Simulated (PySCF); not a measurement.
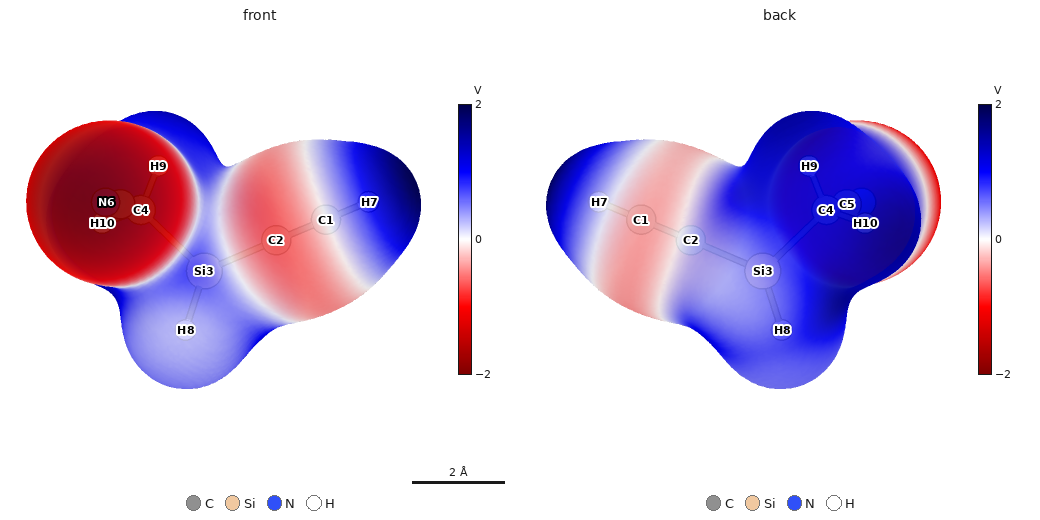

C4H4NSi (SMILES C#C[SiH]CC#N) (doublet). The molecular electrostatic potential painted on the density surface at 0.002 e/bohr³, seen from the front and from behind; red is negative and blue positive.

Geometry: GFN2-xTB.

Method: UKS B3LYP, pcH-1 on C H N Si, non-relativistic, mean-field spin-orbit, GIAO (PySCF).

```xyz
10

C     1.9624    1.6254   -1.1500
C     1.4425    0.8479   -0.3856
Si    0.7981   -0.4706    0.6981
C    -0.8709   -1.1562    0.0341
C    -1.8825   -0.2016    0.3550
N    -2.6513    0.5939    0.6533
H     2.3821    2.3390   -1.7989
H     0.7815   -0.1693    2.1219
H    -0.8294   -1.2921   -1.0475
H    -1.1236   -2.1118    0.4969
```

Which sites attract a positive test charge, and which a negative one?

A positive charge is drawn to the negative regions and a negative charge to the positive ones. The most negative region (about −1.9 V) lies over N6, the most positive (about +1.9 V) over H7. N6 is the likeliest acceptor of a hydrogen bond.
